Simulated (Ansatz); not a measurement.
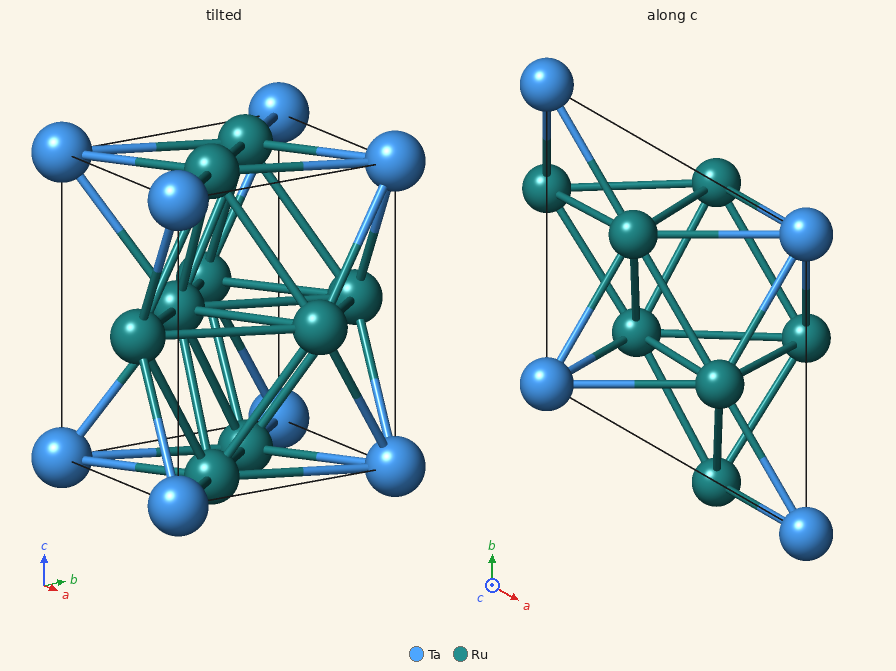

The figure gives a ball-and-stick picture of the atoms, viewed slightly off an axis and along the c axis. Lines trace the edges of the conventional unit cell.

TaRu5, space group P-62m (No. 189), a = 4.788 Å, b = 4.788 Å, c = 4.375 Å, α = 90.00°, β = 90.00°, γ = 120.00°. The structure was taken from a structure type filled with these elements by a generator (whether the compound takes this form wasn't checked). Earlier steps of the study may have refined or changed the cell and positions. A calculation with Ansatz used it as input.

This one geometry was computed with Ansatz (DFT, plane waves, PAW) at three levels of theory: PBEsol, r2SCAN and PBE.

Which level gives the highest pressure at this volume, and what does that say about its equilibrium volume?

Answer. Highest: PBE (0.0 GPa), which points to the largest equilibrium volume. Lowest, with the smallest volume: PBEsol (-9.7 GPa). Levels within 0.5 GPa of each other can't be told apart.

How does the band gap change with the level of theory?

Answer. All levels give a metal.

Collect the results in a table.

Answer.
| level | cutoff (eV) | k-mesh of the run's cell | gap (eV) | pressure (GPa) |
| --- | --- | --- | --- | --- |
| PBEsol | 420 | 12×12×8 | metal | -9.7 |
| r2SCAN | 500 | 12×12×8 | metal | -5.8 |
| PBE | 420 | 12×12×8 | metal | 0.0 |

Gaps are taken on the k-mesh or band path of each run.
